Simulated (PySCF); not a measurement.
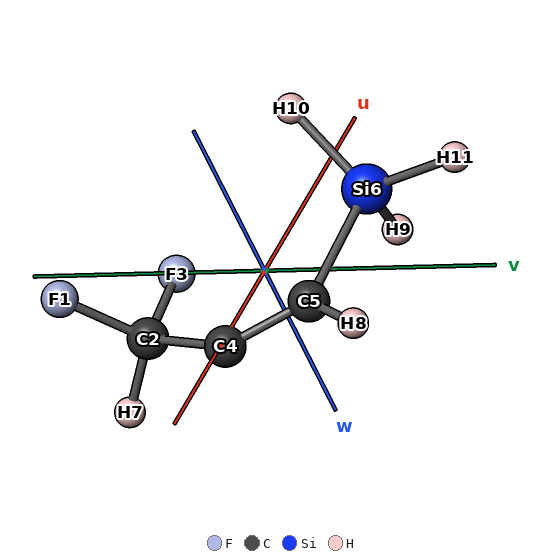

The lines u, v and w are the principal axes of the g tensor. Charge 0, doublet. The computed structure is the end point of a GFN2-xTB optimisation. No frequency run is at hand to confirm it as a minimum. Method: UKS B3LYP, pcH-1 on C F H Si, non-relativistic, mean-field spin-orbit, GIAO (PySCF 2.14.0).

### Along which axis does g lie farthest from the free-electron value?

Along v: the shift is −774 ppm.

Give the principal values and shifts.

| axis | g | shift (ppm) |
| --- | --- | --- |
| u | 2.00212 | −201 |
| v | 2.00155 | −774 |
| w | 2.00302 | 698 |

The geometry is semi-empirical. Around Si such bond lengths and angles can be off by a tenth of an ångström or more and by several degrees, and values that hang on the shape move with them.
